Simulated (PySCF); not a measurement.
**Two runs on C10H10BN**

System: C10H10BN, SMILES C=CC1=CN2C=CC=CB2C=C1.
Method of run A: GIAO PBE0/pcSseg-1 NMR shielding, non-relativistic, IEF-PCM chloroform (PySCF 2.14.0).

The geometry comes from this level: PBE0-D3(BJ)/def2-SVP. Text and figures count atoms from 1; the logs count them from 0 in places.

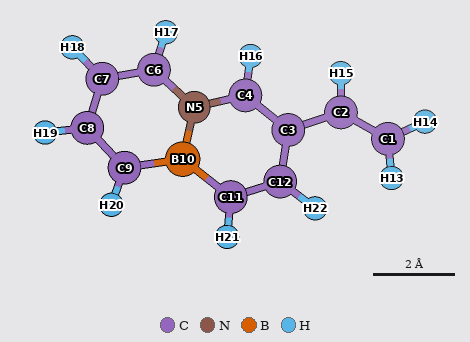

Figure 1. The structure as given in the input (ball-and-stick view, seen at a tilt; atoms are numbered from 1 in the order of the input).

## Input file, run A
```
{"job": {"kind": "nmr", "xc": "PBE0", "basis": "pcSseg-1", "solvent": "chloroform", "pop": true}, "charge": 0, "multiplicity": 1}
C      3.490962    -1.607453    -1.428692
C      2.242660    -1.173879    -1.645070
C      1.301690    -0.653315    -0.650923
C      0.089644    -0.189546    -1.092992
N     -0.869023     0.326512    -0.259030
C     -2.052988     0.769781    -0.801212
C     -3.047489     1.295111    -0.033908
C     -2.911478     1.413476     1.381888
C     -1.770729     0.999584     2.014690
B     -0.635645     0.407352     1.192707
C      0.714945    -0.118108     1.662819
C      1.603288    -0.613078     0.753980
H      3.947384    -1.610296    -0.435882
H      4.104761    -1.976167    -2.253013
H      1.860708    -1.198919    -2.672436
H     -0.162948    -0.213019    -2.157000
H     -2.150020     0.676720    -1.885976
H     -3.961478     1.628282    -0.528893
H     -3.749339     1.845477     1.939903
H     -1.705362     1.107353     3.101777
H      1.000147    -0.116681     2.719337
H      2.575330    -1.000977     1.073641
```

The first line tells a small driver script what to run in PySCF; the rest is the geometry in Å.

Command:
```bash
OMP_NUM_THREADS=1 python <driver script> task.json out
```

Hardware: 1 CPU thread, shared host.

## Output (run A)
```
coarse grid: 19208 points
cycle   1  E = -465.9448480779  dE =  2.072e+00  |g| = 5.265e-01  |ddm| = 4.661e+00
cycle   2  E = -465.8716962590  dE =  7.315e-02  |g| = 7.447e-01  |ddm| = 1.282e+00
cycle   3  E = -466.0214175121  dE = -1.497e-01  |g| = 1.438e-01  |ddm| = 7.652e-01
cycle   4  E = -466.0268351220  dE = -5.418e-03  |g| = 3.719e-02  |ddm| = 1.632e-01
cycle   5  E = -466.0271064363  dE = -2.713e-04  |g| = 1.843e-02  |ddm| = 4.373e-02
cycle   6  E = -466.0271858522  dE = -7.942e-05  |g| = 2.596e-03  |ddm| = 1.535e-02
cycle   7  E = -466.0271873091  dE = -1.457e-06  |g| = 1.086e-03  |ddm| = 3.207e-03
final grid: 188000 points
cycle   8  E = -466.0941669588  dE = -4.816e-05  |g| = 8.582e-03  |ddm| = 5.236e-02
cycle   9  E = -466.0941654635  dE =  1.495e-06  |g| = 9.273e-03  |ddm| = 1.716e-02
cycle  10  E = -466.0941865205  dE = -2.106e-05  |g| = 1.559e-03  |ddm| = 8.708e-03
cycle  11  E = -466.0941870684  dE = -5.480e-07  |g| = 2.891e-04  |ddm| = 1.274e-03
cycle  12  E = -466.0941870849  dE = -1.645e-08  |g| = 1.474e-04  |ddm| = 3.493e-04
cycle  13  E = -466.0941870905  dE = -5.651e-09  |g| = 2.759e-05  |ddm| = 1.450e-04
cycle  14  E = -466.0941870907  dE = -1.801e-10  |g| = 1.193e-05  |ddm| = 3.640e-05
converged SCF energy = -466.0941870907

GIAO shielding tensors (ppm)
atom      isotropic    diamagn.    paramagn.     s11        s22        s33       span
  0 C       65.911     254.507    -188.596    -45.465     72.712    170.485    215.950
  1 C       41.504     248.123    -206.619    -74.141     54.614    144.039    218.179
  2 C       55.387     262.021    -206.634    -32.884     31.773    167.272    200.157
  3 C       42.447     251.318    -208.870    -32.261     45.622    113.982    146.244
  4 N       40.320     331.151    -290.831   -100.855    -28.666    250.482    351.337
  5 C       43.972     249.336    -205.363    -44.609     48.985    127.541    172.149
  6 C       63.647     256.909    -193.263    -41.343     64.678    167.605    208.949
  7 C       38.693     252.922    -214.229    -80.873     24.364    172.588    253.461
  8 C       45.732     261.320    -215.588    -79.319     33.553    182.963    262.281
  9 B       75.971     193.997    -118.026     28.451     66.910    132.551    104.100
 10 C       45.598     261.413    -215.815    -78.932     32.983    182.742    261.674
 11 C       44.304     253.223    -208.919    -73.655     29.316    177.251    250.906
 12 H       24.946      31.741      -6.795     22.250     23.241     29.349      7.099
 13 H       25.539      25.658      -0.119     23.598     23.938     29.081      5.483
 14 H       24.420      30.541      -6.121     21.264     23.314     28.683      7.419
 15 H       23.305      34.353     -11.048     17.977     23.450     28.488     10.511
 16 H       23.132      30.599      -7.468     17.826     24.042     27.526      9.700
 17 H       24.159      28.696      -4.537     20.351     25.165     26.962      6.611
 18 H       23.266      27.732      -4.466     19.610     23.497     26.692      7.082
 19 H       23.523      30.777      -7.254     21.020     21.823     27.726      6.706
 20 H       23.458      31.674      -8.216     20.680     21.915     27.778      7.099
 21 H       22.769      33.803     -11.034     17.898     22.259     28.149     10.251
```

For run B the input was changed thus:
```diff
-"solvent": "chloroform"
-"pop": true
+"solvent": "cyclohexane"
+"pop": false
```

How does run B compare with run A?

The total energy of run B is 1.9 kcal/mol higher: the change of the electrostatic solvation energy at this fixed geometry, without cavity or dispersion terms. The dipole moment goes from 2.26 to 1.95 D. Of all shieldings, the largest change is that of C4 and C6, by +0.9 ppm. The number of SCF iterations is the same.

## Output (run B)
```
coarse grid: 19208 points
cycle   1  E = -465.9378998359  dE =  2.079e+00  |g| = 5.376e-01  |ddm| = 4.661e+00
cycle   2  E = -465.8436316387  dE =  9.427e-02  |g| = 7.961e-01  |ddm| = 1.380e+00
cycle   3  E = -466.0170524764  dE = -1.734e-01  |g| = 1.579e-01  |ddm| = 8.567e-01
cycle   4  E = -466.0237503536  dE = -6.698e-03  |g| = 3.916e-02  |ddm| = 1.858e-01
cycle   5  E = -466.0240516232  dE = -3.013e-04  |g| = 2.025e-02  |ddm| = 4.998e-02
cycle   6  E = -466.0241500136  dE = -9.839e-05  |g| = 2.922e-03  |ddm| = 1.767e-02
cycle   7  E = -466.0241518407  dE = -1.827e-06  |g| = 1.261e-03  |ddm| = 3.661e-03
final grid: 188000 points
cycle   8  E = -466.0911685788  dE = -4.715e-05  |g| = 8.810e-03  |ddm| = 5.199e-02
cycle   9  E = -466.0911651649  dE =  3.414e-06  |g| = 9.867e-03  |ddm| = 1.829e-02
cycle  10  E = -466.0911889990  dE = -2.383e-05  |g| = 1.726e-03  |ddm| = 9.609e-03
cycle  11  E = -466.0911896952  dE = -6.963e-07  |g| = 3.295e-04  |ddm| = 1.524e-03
cycle  12  E = -466.0911897178  dE = -2.260e-08  |g| = 1.696e-04  |ddm| = 4.230e-04
cycle  13  E = -466.0911897253  dE = -7.485e-09  |g| = 2.805e-05  |ddm| = 1.684e-04
cycle  14  E = -466.0911897255  dE = -1.517e-10  |g| = 1.637e-05  |ddm| = 3.990e-05
converged SCF energy = -466.0911897255

GIAO shielding tensors (ppm)
atom      isotropic    diamagn.    paramagn.     s11        s22        s33       span
  0 C       66.155     254.268    -188.113    -45.128     73.609    169.983    215.112
  1 C       41.641     248.414    -206.773    -73.861     55.530    143.254    217.115
  2 C       55.129     261.848    -206.719    -33.153     31.224    167.315    200.468
  3 C       43.348     251.608    -208.259    -31.034     48.483    112.597    143.631
  4 N       41.094     331.212    -290.118    -99.240    -27.458    249.981    349.221
  5 C       44.881     249.569    -204.688    -43.381     51.516    126.508    169.889
  6 C       63.714     256.944    -193.230    -41.303     65.433    167.013    208.316
  7 C       39.221     252.804    -213.583    -80.142     25.842    171.963    252.105
  8 C       44.935     261.217    -216.282    -80.390     32.574    182.622    263.012
  9 B       75.862     194.024    -118.162     28.423     66.926    132.237    103.813
 10 C       44.962     261.331    -216.369    -79.785     32.309    182.363    262.148
 11 C       44.601     253.186    -208.585    -73.369     30.569    176.603    249.972
 12 H       25.015      31.817      -6.802     22.323     23.289     29.432      7.109
 13 H       25.615      25.689      -0.074     23.654     24.013     29.177      5.523
 14 H       24.527      30.605      -6.079     21.418     23.344     28.818      7.400
 15 H       23.495      34.530     -11.034     18.253     23.548     28.686     10.433
 16 H       23.303      30.797      -7.493     18.062     24.146     27.702      9.640
 17 H       24.267      28.739      -4.471     20.493     25.218     27.091      6.598
 18 H       23.347      27.706      -4.359     19.699     23.589     26.753      7.055
 19 H       23.540      30.741      -7.201     21.063     21.786     27.772      6.710
 20 H       23.487      31.682      -8.194     20.737     21.892     27.833      7.096
 21 H       22.849      33.842     -10.993     17.999     22.319     28.231     10.232
```

## The two runs side by side

```csv
quantity,run A,run B
outcome,converged,converged
total energy (hartree),−466.094187,−466.091190
HOMO (eV),−6.30,−6.28
LUMO (eV),−1.39,−1.38
dipole moment (D),2.26,1.95
shielding of C4 (ppm),42.4,43.3
shielding of N5 (ppm),40.3,41.1
shielding of C6 (ppm),44.0,44.9
shielding of C8 (ppm),38.7,39.2
shielding of C9 (ppm),45.7,44.9
shielding of C11 (ppm),45.6,45.0
shielding of C12 (ppm),44.3,44.6
SCF iterations,14,14
basis functions,254,254
wall time (shared host),86 s,62 s
```
